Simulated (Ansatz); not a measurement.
CH5BN···HF (doublet)

Input

```
crystal:
  periodic: [false, false, false]
  atoms:
    - { symbol: B, position_ang: [0.0, 0.0, 0.0] }
    - { symbol: H, position_ang: [0.0, 0.0, 1.44] }
    - { symbol: C, position_ang: [1.3856, 0.0, -0.8] }
    - { symbol: H, position_ang: [1.7152, -1.0462, -0.9702] }
    - { symbol: H, position_ang: [1.2491, 0.508, -1.7774] }
    - { symbol: H, position_ang: [2.1552, 0.5381, -0.2082] }
    - { symbol: "N", position_ang: [-1.3423, 0.0, -0.775] }
    - { symbol: H, position_ang: [-2.0112, -0.8164, -0.6764] }
    - { symbol: H, position_ang: [-1.5914, 0.8164, -1.4036] }
    - { symbol: F, position_ang: [0.0, 0.0, 2.66] }
magnetization:
  spin_polarized: true
  initial_magnetization: 1
basis:
  gaussian: { orbitals: "6-31G*" }
hamiltonian:
  xc: hf
relax:
  f_tol: 0.15
  max_steps: 25
  restrain:
    - { distance: [1, 9], at: 0.92, k: 30.0 }
    - { distance: [0, 1], at: 2.39, k: 30.0 }
output:
  orbitals: {}
```

Launched as:

```sh
ansatz run input.yaml --threads 1 --pin off --max-ram 2048MiB --backend cpu --events-out ev --progress --plain --runs-dir out
```

The fields are those of the run's last geometry, not of the input's.

The calculation used Ansatz, UHF/6-31G*.

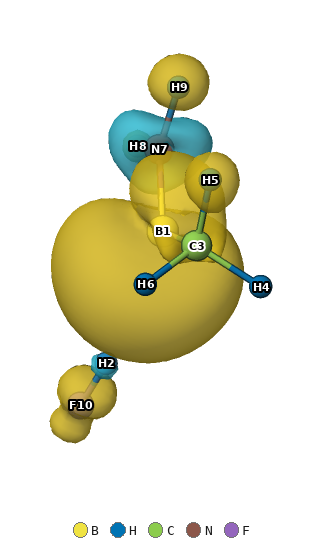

Figure 1. Isosurfaces of the spin density at +0.02 (yellow) and −0.02 e/Å³ (cyan), seen at an oblique angle.

Which atoms carry the spin?

The unpaired spin (1 electron) lies mostly on B1 (about 0.7) and H2 (about 0.1), in electrons by Hirshfeld's partition.

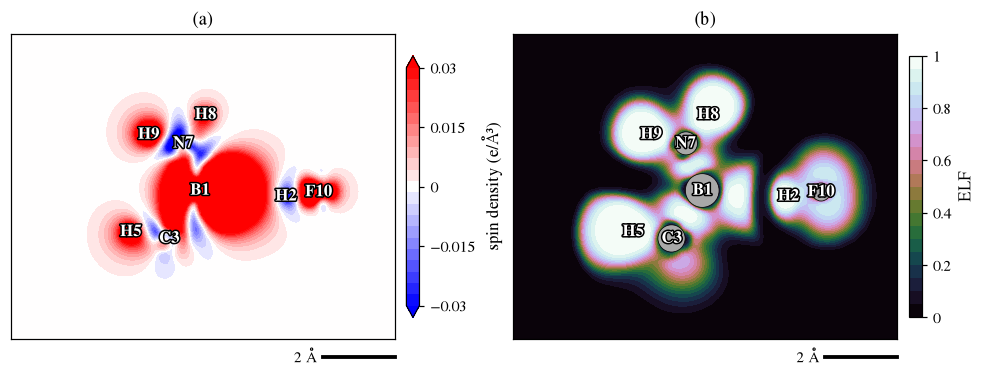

Figure 2. (a) spin density; (b) electron localisation function on the plane of atoms B1, N7 and H8. Grey discs cover the atomic cores in the ELF map.

Interpret the plot.

- The section cuts through B, H, C, N and F sites.
- B1···H2 (2.39 Å): the ELF dips to about 0.10 between them.
- B–N (1.38 Å): the ELF peaks at about 0.95 between the atoms, as expected for a short, strongly polar bond.
- C–B (1.58 Å): the ELF peaks at about 1 between the atoms (localised, covalent bonding).
- F–H (0.92 Å): the ELF climbs to about 1 towards the hydrogen, as it does in any bond to H (an ordinary covalent bond to hydrogen).
- N–H (1.00 Å): the ELF climbs to about 1 towards the hydrogen; a covalent bond by its length.
- The ELF also peaks beside F10, away from the bonds: non-bonding electrons, paired or unpaired.

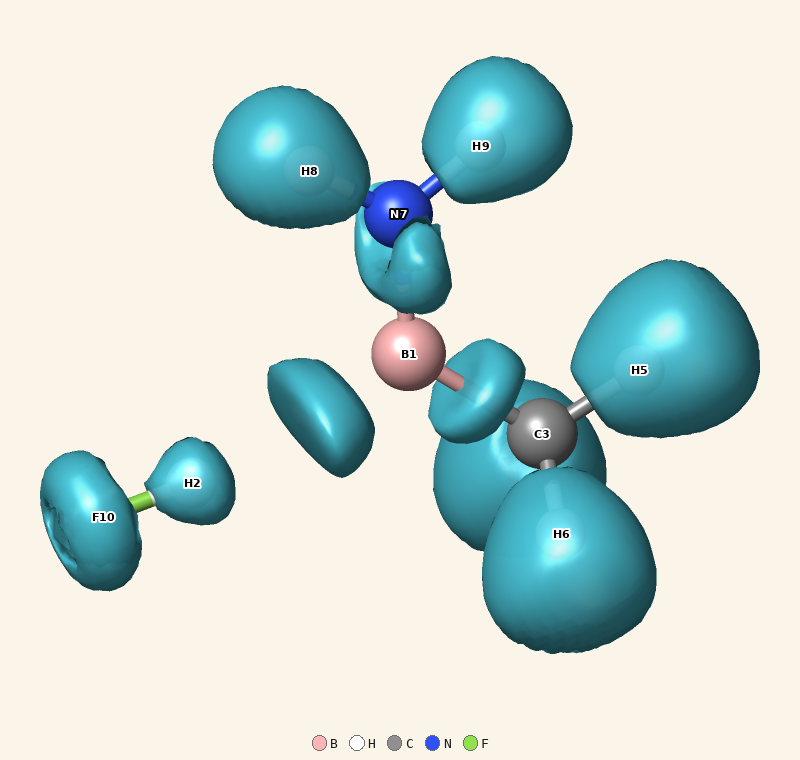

Figure 3. Isosurface of the electron localisation function at 0.85 (cyan), seen at a tilt. Only the valence region is drawn (cores and ρ < 0.01 e/Å³ removed).

What do the ELF domains correspond to?

At this value the surface marks out one region between bonded B–C atoms (shared pairs), one region between bonded B–N atoms (shared pairs), six regions around hydrogen nuclei, one lobe on B, pointing away from the bonds (non-bonding electrons) and one region wrapped around F (its lone pairs, merged into a ring or cap).
